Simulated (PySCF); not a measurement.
**BiSF: structure and properties**

What shape and bonds does BiSF have? It is relaxed from a template within its point group. It is a constructed species; whether it can be made isn't addressed.

Method: PBE0, Bi def2-SVP with ECP60, S def2-SVP, F def2-SVP; scalar-relativistic core potentials, no spin–orbit coupling; program: PySCF 2.14.0.

1 further run of the same task is left out (for a known fault of the program).

### Step 1. The system as given

3 atoms, charge 0, spin multiplicity 1.

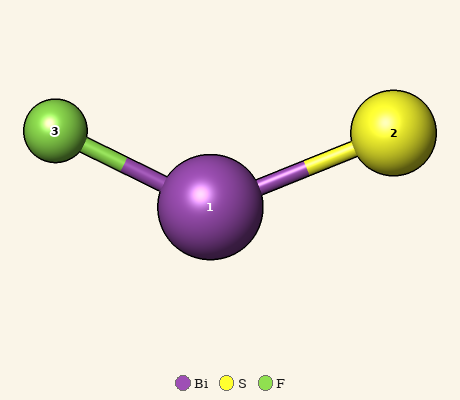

The starting geometry (bismuth purple, sulfur yellow, fluorine green); atoms are numbered from 1 in the order of the file.

As a file:

```xyz
3
charge 0, multiplicity 1
Bi    0.00000    0.00000    0.00000
S     2.04550    0.00000    0.91540
F    -1.78970    0.00000    0.80100
```

Formal oxidation states: Bi +3.

### Step 2. SCF at the start, singlet

run.py (the lines that set the calculation)

```python
mol = gto.M(atom='''
Bi     0.00000     0.00000     0.00000
S      2.04550     0.00000     0.91540
F     -1.78970     0.00000     0.80100''',
    basis={'Bi': 'def2-SVP', 'S': 'def2-SVP', 'F': 'def2-SVP'},
    ecp={'Bi': 'def2-SVP'},
    charge=0, spin=0)
mf = dft.RKS(mol, xc='PBE0')
mf.grids.atom_grid = (50, 194)
mf = mf.density_fit()  # fitting sets: Bi def2-universal-JKFIT, S def2-universal-JKFIT, F def2-universal-JKFIT
mf.conv_tol = 1e-08; mf.max_cycle = 55
mf.kernel(dm0)  # dm0: free metal ions and neutral atoms
```

Launch:

```console
$ OMP_NUM_THREADS=2 python run.py
```

What it wrote:

```text
init E= -723.771460032425
  HOMO = -0.145924228159238  LUMO = -0.0758099247892908  gap/eV = 1.90791
cycle= 1 E= -711.36641953073  delta_E= 12.4  |g|= 1.65  |ddm|= 2.91
  HOMO = -0.235812158336602  LUMO = -0.0969873418583881  gap/eV = 3.77762
cycle= 2 E= -710.589839515764  delta_E= 0.777  |g|= 2.09  |ddm|=  4.8
  HOMO = -0.271748095102424  LUMO = -0.13259238384348  gap/eV = 3.78662
cycle= 3 E= -712.211730638264  delta_E= -1.62  |g|= 0.298  |ddm|= 3.34
  HOMO = -0.252123865213689  LUMO = -0.124929199349715  gap/eV = 3.46114
cycle= 4 E= -712.200128610841  delta_E= 0.0116  |g|= 0.419  |ddm|= 0.526
  HOMO = -0.257382190951634  LUMO = -0.123195779661998  gap/eV = 3.65140
cycle= 5 E= -712.231525279085  delta_E= -0.0314  |g|= 0.0507  |ddm|= 0.334
  HOMO = -0.261894344336356  LUMO = -0.12364915125756  gap/eV = 3.76184
cycle= 6 E= -712.232412754639  delta_E= -0.000887  |g|= 0.00413  |ddm|= 0.0665
  HOMO = -0.261538917384815  LUMO = -0.123301619656203  gap/eV = 3.76163
cycle= 7 E= -712.232417426719  delta_E= -4.67e-06  |g|= 0.00208  |ddm|= 0.00746
  HOMO = -0.261484486133205  LUMO = -0.123337363375555  gap/eV = 3.75917
cycle= 8 E= -712.232419141106  delta_E= -1.71e-06  |g|= 0.000461  |ddm|= 0.00309
  HOMO = -0.261437422222089  LUMO = -0.123290257360132  gap/eV = 3.75918
cycle= 9 E= -712.232419217243  delta_E= -7.61e-08  |g|= 0.000102  |ddm|= 0.000911
  HOMO = -0.261443257205003  LUMO = -0.12330142801823  gap/eV = 3.75903
cycle= 10 E= -712.23241922078  delta_E= -3.54e-09  |g|= 4.75e-05  |ddm|= 0.000265
  HOMO = -0.261450930413176  LUMO = -0.123300667975087  gap/eV = 3.75926
Extra cycle  E= -712.232419216032  delta_E= 4.75e-09  |g|= 0.000127  |ddm|= 0.000222
converged SCF energy = -712.232419216032
```

Wall time 0.8 s (2 threads of Intel Xeon 6975P-C (Granite Rapids), shared host); peak memory 0.27 GiB.

Result: E = -712.232419 Eh, HOMO -7.11 eV, LUMO -3.36 eV, Mulliken charge on Bi1 +0.81 e. 

### Step 3. Relaxation, singlet

Steps are kept in the start's point group, Cs.

run.py (the lines that set the calculation)

```python
mol = gto.M(atom='''
Bi    -0.12078     0.00000    -0.17113
S      1.92472     0.00000     0.74427
F     -1.91048     0.00000     0.62987''',
    basis={'Bi': 'def2-SVP', 'S': 'def2-SVP', 'F': 'def2-SVP'},
    ecp={'Bi': 'def2-SVP'},
    charge=0, spin=0)
mf = dft.RKS(mol, xc='PBE0')
mf.grids.atom_grid = (50, 194)
mf = mf.density_fit()  # fitting sets: Bi def2-universal-JKFIT, S def2-universal-JKFIT, F def2-universal-JKFIT
mf.conv_tol = 1e-08; mf.max_cycle = 55
mf.kernel(dm0)  # dm0: an SCF of this state at this start
# quasi-Newton relaxation in Cartesian coordinates to a largest gradient under 0.00045 Eh/bohr, steps kept in the point group
```

Launch:

```console
$ OMP_NUM_THREADS=2 python run.py
```

The driver keeps no SCF log for this step, only its results.

Wall time 4.3 s (2 threads of Intel Xeon 6975P-C (Granite Rapids), shared host).

Relaxation path:

```csv
step,energy from step 1 (eV),largest force component (eV/Å)
1,0.0000,3.7603
2,-0.4779,1.0056
3,-0.5773,0.8095
4,-0.6595,0.1434
5,-0.6612,0.0159
6,-0.6612,0.0022
```

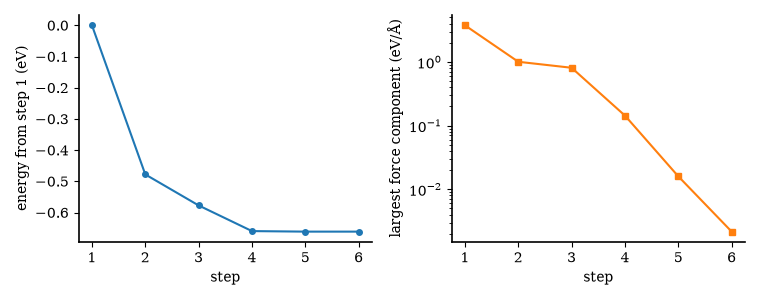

Energy and largest force along the relaxation.

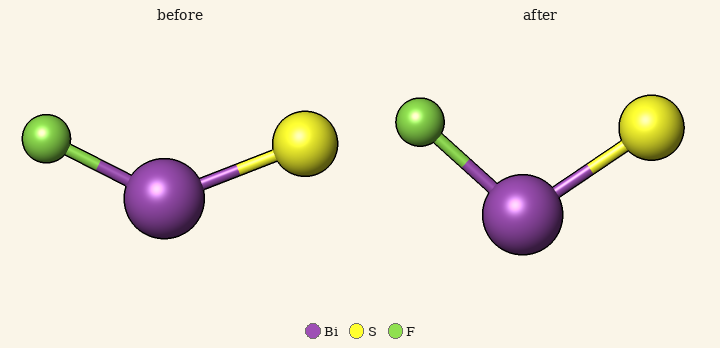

The geometry before (left) and after (right).

Distances of close pairs at the start and the end, largest changes first:

```
  bond  before (Å)  after (Å)  change (Å)
Bi1–F3       1.961      2.051      +0.090
Bi1–S2       2.241      2.305      +0.064
```

It ends in Cs at E = -712.256719 Eh.

| atom | x (Å) | y (Å) | z (Å) |
| --- | --- | --- | --- |
| Bi1 | -0.1201 | 0.0000 | -0.4924 |
| S2 | 1.7229 | 0.0000 | 0.8913 |
| F3 | -1.7094 | 0.0000 | 0.8041 |

### Step 4. The relaxed geometry turned into its symmetry frame

run.py (the lines that set the calculation)

```python
mol = gto.M(atom='''
Bi    -0.11052     0.00000    -0.26492
S      1.73248     0.00000     1.11868
F     -1.69982     0.00000     1.03153''',
    basis={'Bi': 'def2-SVP', 'S': 'def2-SVP', 'F': 'def2-SVP'},
    ecp={'Bi': 'def2-SVP'},
    charge=0, spin=0)
mf = dft.RKS(mol, xc='PBE0')
mf.grids.atom_grid = (50, 194)
mf = mf.density_fit()  # fitting sets: Bi def2-universal-JKFIT, S def2-universal-JKFIT, F def2-universal-JKFIT
mf.conv_tol = 1e-08; mf.max_cycle = 55
mf.kernel(dm0)  # dm0: free metal ions and neutral atoms
```

Launch:

```console
$ OMP_NUM_THREADS=2 python run.py
```

What it wrote:

```text
init E= -723.660306567572
  HOMO = -0.145044679630601  LUMO = -0.0757883132631076  gap/eV = 1.88456
cycle= 1 E= -711.165130523191  delta_E= 12.5  |g|= 1.78  |ddm|= 2.95
  HOMO = -0.226775999078362  LUMO = -0.102101818409741  gap/eV = 3.39256
cycle= 2 E= -710.244969818799  delta_E= 0.92  |g|= 2.32  |ddm|= 5.09
  HOMO = -0.296589276790288  LUMO = -0.139348307263376  gap/eV = 4.27874
cycle= 3 E= -712.198070728045  delta_E= -1.95  |g|= 0.393  |ddm|= 3.42
  HOMO = -0.257442340161338  LUMO = -0.138011006006586  gap/eV = 3.24989
cycle= 4 E= -712.230934769476  delta_E= -0.0329  |g|= 0.367  |ddm|= 0.688
  HOMO = -0.257807397948171  LUMO = -0.133478967156236  gap/eV = 3.38315
cycle= 5 E= -712.254152698865  delta_E= -0.0232  |g|= 0.091  |ddm|= 0.327
  HOMO = -0.264654721097735  LUMO = -0.131742534245134  gap/eV = 3.61672
cycle= 6 E= -712.256705426598  delta_E= -0.00255  |g|= 0.00648  |ddm|= 0.104
  HOMO = -0.265421126946553  LUMO = -0.132296283132014  gap/eV = 3.62251
cycle= 7 E= -712.256717719994  delta_E= -1.23e-05  |g|= 0.00205  |ddm|= 0.013
  HOMO = -0.26514128217577  LUMO = -0.131951363716759  gap/eV = 3.62428
cycle= 8 E= -712.256719193223  delta_E= -1.47e-06  |g|= 0.000516  |ddm|= 0.00458
  HOMO = -0.26513976409718  LUMO = -0.131967810306875  gap/eV = 3.62379
cycle= 9 E= -712.256719309621  delta_E= -1.16e-07  |g|= 0.000152  |ddm|= 0.00103
  HOMO = -0.26514980419705  LUMO = -0.13197367397926  gap/eV = 3.62391
cycle= 10 E= -712.256719320397  delta_E= -1.08e-08  |g|= 6.37e-05  |ddm|= 0.000287
  HOMO = -0.265154604151708  LUMO = -0.131973295233102  gap/eV = 3.62405
cycle= 11 E= -712.256719321911  delta_E= -1.51e-09  |g|= 4.56e-06  |ddm|= 9.58e-05
  HOMO = -0.265154673953927  LUMO = -0.13197297177053  gap/eV = 3.62406
Extra cycle  E= -712.256719321904  delta_E= 7.73e-12  |g|= 8.38e-06  |ddm|= 1.34e-05
converged SCF energy = -712.256719321904
```

Run time: 0.4 s. Hardware: 2 threads of Intel Xeon 6975P-C (Granite Rapids), shared host.

Result: E = -712.256719 Eh, HOMO -7.22 eV, LUMO -3.59 eV, Mulliken charge on Bi1 +0.80 e. 

### Step 5. Frequencies and infrared intensities

run.py (the lines that set the calculation), as its differences from that of step 4:

```diff
@@ -10,3 +10,4 @@
 mf = mf.density_fit()  # fitting sets: Bi def2-universal-JKFIT, S def2-universal-JKFIT, F def2-universal-JKFIT
-mf.conv_tol = 1e-08; mf.max_cycle = 55
-mf.kernel(dm0)  # dm0: free metal ions and neutral atoms
+mf.conv_tol = 1e-10; mf.max_cycle = 55
+mf.kernel(dm0)  # dm0: the density of the relaxed state
+# Hessian and dipole derivatives by central differences of gradients, 0.02 bohr
```

Launch:

```console
$ OMP_NUM_THREADS=2 python run.py
```

No log is kept here; the results follow.

It took 10 s on 2 threads of Intel Xeon 6975P-C (Granite Rapids), shared host.

Point group Cs; negative numbers are unstable modes, and those under 60 cm⁻¹ are near the numerical noise:

| cm⁻¹ | km/mol | symmetry |
| --- | --- | --- |
| 161 | 7.7 | a' |
| 461 | 25.2 | a' |
| 563 | 69.5 | a' |

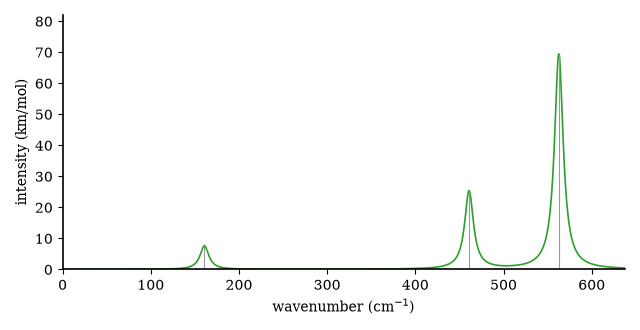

The infrared spectrum from the harmonic lines. Lines are broadened to a width of 12 cm⁻¹ (Lorentzian).

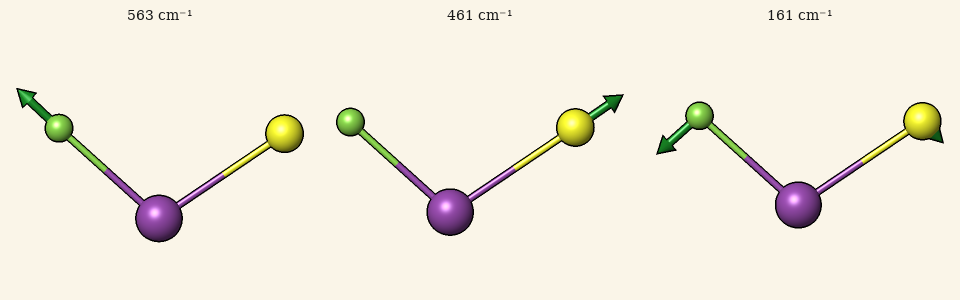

Displacements of 3 modes, as arrows.

### Step 6. Properties on a finer grid

run.py (the lines that set the calculation)

```python
mol = gto.M(atom='''
Bi    -0.12008     0.00000    -0.49235
S      1.72292     0.00000     0.89126
F     -1.70938     0.00000     0.80411''',
    basis={'Bi': 'def2-SVP', 'S': 'def2-SVP', 'F': 'def2-SVP'},
    ecp={'Bi': 'def2-SVP'},
    charge=0, spin=0)
mf = dft.RKS(mol, xc='PBE0')
mf.grids.atom_grid = (75, 302)
mf = mf.density_fit()  # fitting sets: Bi def2-universal-JKFIT, S def2-universal-JKFIT, F def2-universal-JKFIT
mf.conv_tol = 1e-09; mf.max_cycle = 55
mf.kernel(dm0)  # dm0: the density of the relaxed state
```

Launch:

```console
$ OMP_NUM_THREADS=2 python run.py
```

What it wrote:

```text
init E= -712.256678929372
  HOMO = -0.265159544523078  LUMO = -0.131967184025569  gap/eV = 3.62435
cycle= 1 E= -712.256679123736  delta_E= -1.94e-07  |g|= 0.000149  |ddm|= 0.00078
  HOMO = -0.265128976456857  LUMO = -0.131972288543913  gap/eV = 3.62338
cycle= 2 E= -712.256679095267  delta_E= 2.85e-08  |g|= 0.000316  |ddm|= 0.00055
  HOMO = -0.265157119750453  LUMO = -0.131970975173509  gap/eV = 3.62418
cycle= 3 E= -712.256679129473  delta_E= -3.42e-08  |g|= 5.69e-05  |ddm|= 0.000442
  HOMO = -0.265151881351108  LUMO = -0.131970478282142  gap/eV = 3.62405
cycle= 4 E= -712.256679130248  delta_E= -7.75e-10  |g|= 3.11e-05  |ddm|= 9.23e-05
  HOMO = -0.265157279827488  LUMO = -0.131971025402379  gap/eV = 3.62418
Extra cycle  E= -712.25667912886  delta_E= 1.39e-09  |g|= 7.7e-05  |ddm|= 0.000109
converged SCF energy = -712.25667912886
```

Wall time 2.3 s (2 threads of Intel Xeon 6975P-C (Granite Rapids), shared host).

Result: E = -712.256679 Eh, HOMO -7.22 eV, LUMO -3.59 eV, Mulliken charge on Bi1 +0.80 e, largest force component 0.023 eV/Å. 

Löwdin charges:

```csv
atom,value (e)
Bi1,0.57
S2,-0.19
F3,-0.38
```

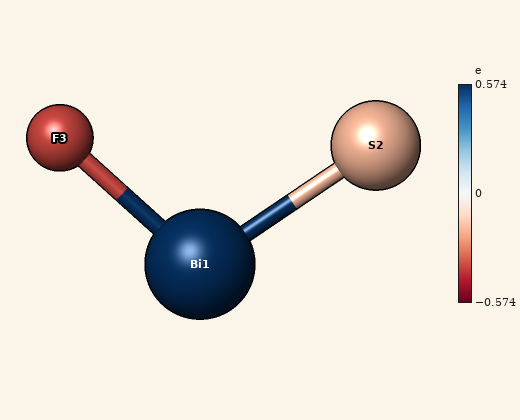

Löwdin charges, as colours on the atoms.

Mulliken charges: Bi1 +0.80, S2 -0.33, F3 -0.46 e.

Contacts (the nearest donor of each ligand) and Mayer bond orders:

```
   contact  distance (Å)  bond order
Bi1–S2 (S)         2.305        2.12
Bi1–F3 (F)         2.051        0.80
```

Mulliken populations of Bi1 outside the core potential: s 3.91, p 8.10, d 10.19.

The fields below are evaluated on a grid from the run's orbitals.

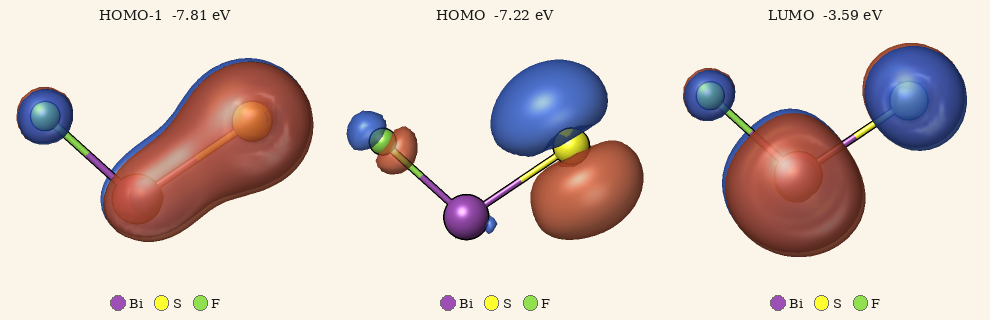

PBE0 orbitals near the gap, drawn at the value that encloses 70 % of each; the two colours are the two signs.

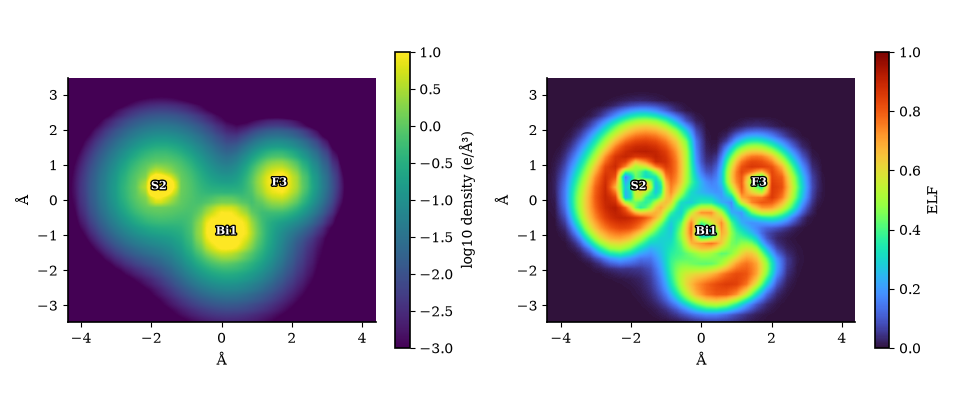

Density (left) and ELF (right) in a plane through or near 3 of the atoms.

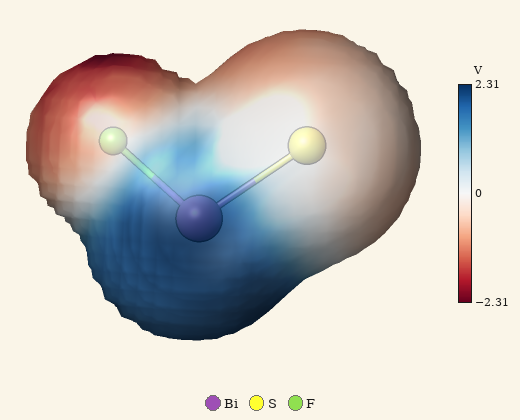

Electrostatic potential on the surface of density 0.002 e/bohr³; red is low, blue high. It runs, from the 1st to the 99th percentile, from -1.85 V near F3 to 2.31 V near Bi1.

### Step 7. Summary of results

| quantity | value |
| --- | --- |
| state and point group | singlet, Cs |
| modes | 161 to 563 cm⁻¹, none unstable |
| strongest infrared band (modes within 1.5 cm⁻¹ summed) | 563 cm⁻¹ (69 km/mol) |
| zero-point energy | 0.073 eV |
| ideal gas, 298 K, 1 bar | S = 303.7, Cp = 51.4 J/(mol K) |
| metal–ligand contacts | 2.05 to 2.30 Å |
| frontier levels | HOMO -7.22 eV, LUMO -3.59 eV |
| dipole | 4.17 D |
| mean polarisability | 7.1 Å³ |

All modes are real, so the structure is a minimum. The metal carries +0.57 e by Löwdin's partition against a formal +3, and bond orders to the nearest donors reach 2.12. Both measures hang on the basis. One start shape was tried, so another isomer may lie lower. These are double-zeta-type bases without diffuse functions. Spin–orbit coupling is left out.
